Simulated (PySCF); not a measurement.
SMILES C=[CH][Ge]([CH3])([CH3])[OH] at its GFN2-xTB optimised geometry (Å):

```
16

C     -1.4341    -2.0012    -1.9777
C     -0.2937    -1.4035    -1.6793
Ge     0.0715    -0.4509     0.0000
C     -0.5701    -1.4157     1.6242
C     -0.5447     1.4488     0.0000
O      1.8413    -0.4509     0.0000
H     -2.2705    -1.9992    -1.2957
H     -1.5908    -2.5181    -2.9134
H      0.5251    -1.4288    -2.3855
H     -1.6498    -1.5143     1.6105
H     -0.2895    -0.8775     2.5258
H     -0.1344    -2.4093     1.6657
H     -1.6192     1.5001    -0.1361
H     -0.2956     1.9321     0.9411
H     -0.0699     1.9992    -0.8068
H      2.2705    -0.0111     0.7296
```

Computed with PBE0/def2-TZVP (PySCF).

Map of the deformation density (molecule minus spherical neutral atoms) (e/bohr³) on the plane z = 0.6 Å:

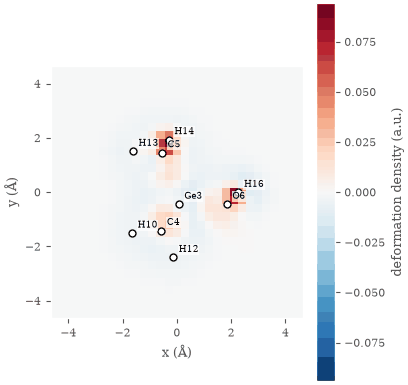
Deformation density (molecule minus spherical neutral atoms) (e/bohr³) on the plane z = 0.6 Å.
